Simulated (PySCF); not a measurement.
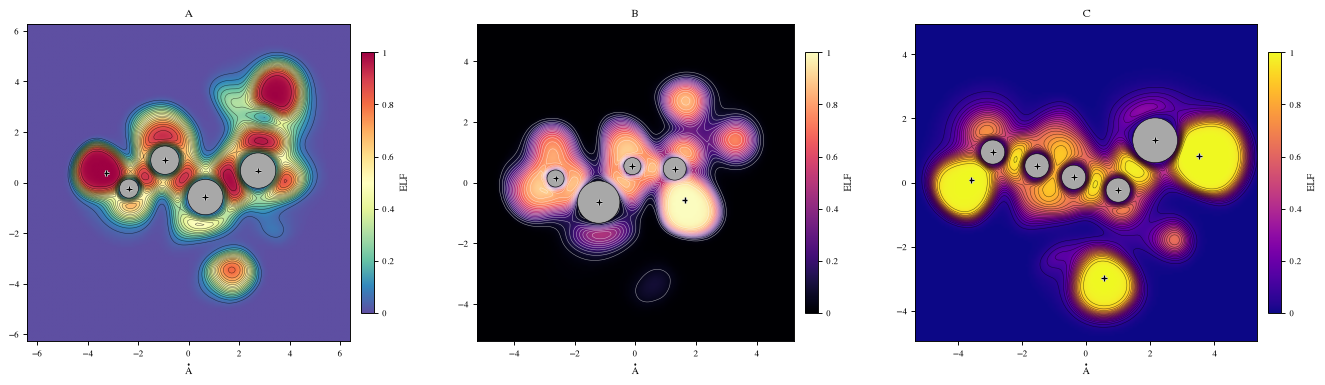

The electron localisation function of 3 systems, each on a plane through atoms (crosses mark nuclei in the plane; grey discs cover the cores).

Computed with PySCF, PBE0/pcSseg-1, SCF density, gas phase, non-relativistic.

System 1: C3H11ClO2Si2, the plane of atoms O4, Si5 and O6. Geometry: GFN2-xTB.

```xyz
19

C    -2.2478   -0.7347    0.9948
C    -0.9135   -0.0517    0.7128
C    -1.0619    1.4645    0.6316
O    -0.4201   -0.5344   -0.5136
Si    1.0741   -1.0299   -0.9028
O     1.0274   -1.2516   -2.5079
Si    2.7079    0.5663   -0.6688
Cl    3.0350    0.9435    1.3080
H    -2.6506   -0.3949    1.9447
H    -2.9547   -0.5022    0.2023
H    -2.1103   -1.8125    1.0321
H    -0.2044   -0.3008    1.5138
H    -1.4700    1.8509    1.5612
H    -1.7287    1.7244   -0.1871
H    -0.0925    1.9242    0.4534
H     1.3153   -2.3140   -0.2212
H     0.2462   -1.6113   -2.9210
H     4.0137    0.1769   -1.2089
H     2.4251    1.8966   -1.2308
```

System 2: CH11NS2Si4, the plane of atoms S2, C1 and H10. Geometry: GFN2-xTB.

```xyz
19

C     2.8504   -1.5950    0.7790
S     1.0533   -1.8363    0.8507
Si    0.4486   -0.4444   -0.6954
Si    0.4927    1.8390   -0.2176
N     1.1365    2.6837   -1.5690
S    -1.6696    1.9368   -0.4680
Si   -1.8913   -0.2377   -0.7539
Si   -3.3680   -1.1290    0.8004
H     3.2106   -1.8296   -0.2184
H     3.2892   -2.2755    1.5013
H     3.0918   -0.5683    1.0399
H     1.2544   -0.8820   -1.8508
H     0.7763    2.4284    1.0946
H     0.6305    3.4822   -1.9183
H     2.1284    2.8359   -1.6474
H    -2.3612   -0.3251   -2.1430
H    -4.4583   -0.2259    1.1709
H    -2.6583   -1.5085    2.0226
H    -3.9656   -2.3396    0.2301
```

System 3: C6H11FOSi (SMILES CC#C[C@](F)(CC)[SiH2]O), the plane of atoms C4, Si8 and H18. Geometry: GFN2-xTB.

```json
{"atom": "C", "x (Å)": "2.7941", "y (Å)": "-0.5718", "z (Å)": "-1.7079"}
{"atom": "C", "x (Å)": "1.5207", "y (Å)": "-0.3865", "z (Å)": "-1.0484"}
{"atom": "C", "x (Å)": "0.4832", "y (Å)": "-0.2222", "z (Å)": "-0.4681"}
{"atom": "C", "x (Å)": "-0.7945", "y (Å)": "-0.0656", "z (Å)": "0.1904"}
{"atom": "F", "x (Å)": "-1.7702", "y (Å)": "0.2163", "z (Å)": "-0.8044"}
{"atom": "C", "x (Å)": "-0.7820", "y (Å)": "1.1016", "z (Å)": "1.1744"}
{"atom": "C", "x (Å)": "-0.3841", "y (Å)": "2.4197", "z (Å)": "0.5186"}
{"atom": "Si", "x (Å)": "-1.3634", "y (Å)": "-1.7450", "z (Å)": "0.9688"}
{"atom": "O", "x (Å)": "-1.5529", "y (Å)": "-2.8254", "z (Å)": "-0.2214"}
{"atom": "H", "x (Å)": "3.5490", "y (Å)": "-0.8579", "z (Å)": "-0.9755"}
{"atom": "H", "x (Å)": "2.7144", "y (Å)": "-1.3585", "z (Å)": "-2.4580"}
{"atom": "H", "x (Å)": "3.1052", "y (Å)": "0.3526", "z (Å)": "-2.1951"}
{"atom": "H", "x (Å)": "-0.0844", "y (Å)": "0.8507", "z (Å)": "1.9758"}
{"atom": "H", "x (Å)": "-1.7800", "y (Å)": "1.1947", "z (Å)": "1.6078"}
{"atom": "H", "x (Å)": "0.6166", "y (Å)": "2.3464", "z (Å)": "0.0981"}
{"atom": "H", "x (Å)": "-1.0779", "y (Å)": "2.6616", "z (Å)": "-0.2833"}
{"atom": "H", "x (Å)": "-0.4012", "y (Å)": "3.2269", "z (Å)": "1.2472"}
{"atom": "H", "x (Å)": "-2.6283", "y (Å)": "-1.4811", "z (Å)": "1.6532"}
{"atom": "H", "x (Å)": "-0.3098", "y (Å)": "-2.2904", "z (Å)": "1.8097"}
{"atom": "H", "x (Å)": "-1.8595", "y (Å)": "-2.5553", "z (Å)": "-1.0849"}
```

### Which map belongs to which system?

Panel A is system 2, CH11NS2Si4: the plane holds C, S, Si and H. C–S (1.81 Å): the ELF peaks at about 0.90 between the atoms, as expected for a covalent bond. Panel B is system 1, C3H11ClO2Si2: the plane holds C, O, Si and H. C–O (1.41 Å): the ELF peaks at about 0.90 between the atoms (a shared but strongly polarised pair). Panel C is system 3, C6H11FOSi: the plane holds C, Si and H. C–C (1.20 Å): the ELF peaks at about 0.85 between the atoms; a short, multiple covalent bond.
